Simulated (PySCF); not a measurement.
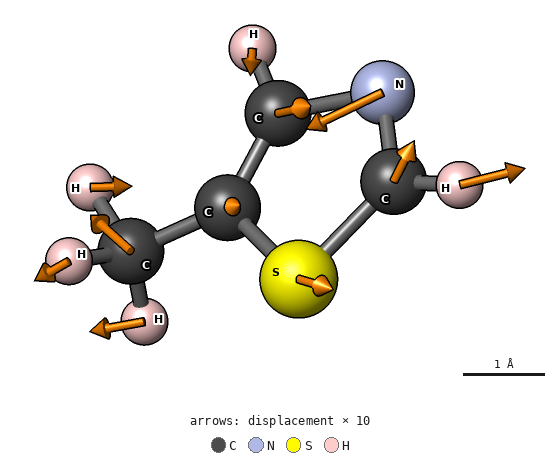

This is a relaxation of C₄H₅NS. The starting structure is drawn; orange arrows show the displacements, magnified 10 times. The two geometries are superimposed by the best rigid fit.

The picture is a ball-and-stick view, seen at a tilt.

The start comes from MMFF94s. Its atoms were then displaced at random by about 0.03 Å.

Method: PBE0-D3(BJ)/def2-SVP geometry optimisation, gas phase in PySCF. 

> What did the optimiser do to the structure, and how much energy did it gain?

After 6 geometry steps the energy has fallen by 22.0 kcal/mol. The largest move after the best rigid fit is that of the N atom, 0.11 Å. Largest moves by element: N 0.11 Å, C 0.09 Å, H 0.09 Å, S 0.06 Å. Some distances before and after: C–N 1.538 → 1.364 Å, C–H 1.207 → 1.099 Å, C–C 1.413 → 1.489 Å, C–H 1.066 → 1.101 Å. Bond angles that change, for instance: C–N–C 102.8° → 110.7°, N–C–H 117.3° → 124.5°, H–C–H 101.4° → 107.9°.
